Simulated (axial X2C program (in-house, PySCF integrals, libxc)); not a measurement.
SeSi⁺: relativistic diatomic calculation

SeSi⁺, single determinant with Ω = 3/2. The distance is the PBE0 minimum at charge 1. Computed at this level: expectation values, HF and Kohn-Sham, two-component X2C with atomic mean-field Coulomb and Gaunt terms, Se dyall-cv3z, Si dyall-v3z (cores contracted) (axial X2C program (in-house, PySCF integrals, libxc)).

**Key numbers**

```
   quantity                                                                 value
    outcome                       converged; the levels of theory disagree widely
   hardware  1 thread of Arm Neoverse V1, 24 GiB of memory available, shared host
  wall time                                                                 2.4 s
peak memory                                                              0.28 GiB
```

**Input**
```
{"zs": [34, 14], "q": 1, "bas": ["dyall-cv3z", "dyall-v3z"], "r0": 2.14, "levels": ["PBE0", "HF", "PBE50", "BHandHLYP", "B3LYP"], "nst": 3}
```

The line is the task of a batch: nuclear charges, charge, bases, the levels to run, a first guess of the distance and further settings. This report covers the levels named above. The log is that of the reference distance, started from orbitals converged before.

Launched within a batch (the task file carries these settings):
```bash
python <driver script> task.json out
```

**The program's output**
```
two-component X2C + atomic mean field  PBE0
basis functions 148  fitting functions 888  grid points 5077
iter        total energy     max residual
   1      -2718.464398668     3.13e-05
   2      -2718.464398677     1.31e-05
   3      -2718.464398679     7.04e-06
converged
one-electron -3994.66644245  Coulomb 1271.96969916  exact exchange -26.73251025  xc functional -82.13111661  nuclear repulsion 114.02822653  atomic mean-field constant -0.93225505
```

**Expectation values by level of theory**

| quantity | PBE0 | HF | PBE50 | BHandHLYP | B3LYP |
| --- | --- | --- | --- | --- | --- |
| effective field for an electron dipole moment (GV/cm) | 0.233 | 0.536 | 0.290 | 0.258 | 0.194 |
| field gradient at the first nucleus (a.u.) | −2.49 | −1.95 | −2.25 | −2.27 | −2.56 |
| field gradient at the second nucleus (a.u.) | −1.80 | −2.06 | −1.89 | −1.94 | −1.83 |
| A∥/gI, first nucleus (MHz) | 344 | 334 | 346 | 364 | 369 |
| A∥/gI, second nucleus (MHz) | 32.1 | 32.1 | 30.3 | 30.5 | 33.0 |

Each column comes from one determinant, in a basis with contracted cores. The levels disagree widely: the effective field runs from 0.194 to 0.536 GV/cm. They may not all have settled in the same state, and these values aren't reliable properties of the molecule.

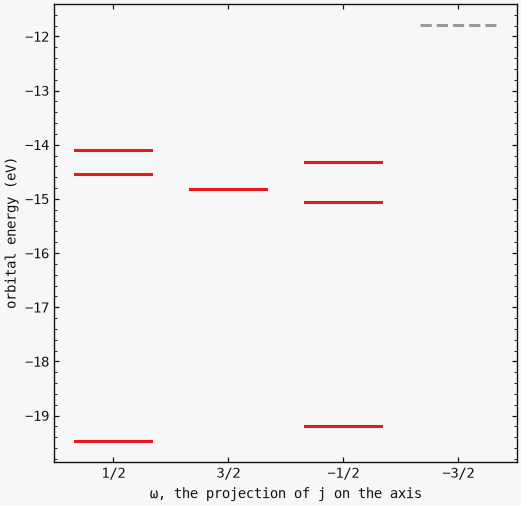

Orbital energies (PBE0) near the frontier at 2.21 Å, filled (solid) and empty (dashed). The highest filled spinor (1/2; 70 % Se p, 22 % Si p) lies at −14.09 eV, the lowest empty one (−3/2; 65 % Se p, 29 % Si p) at −11.79 eV.
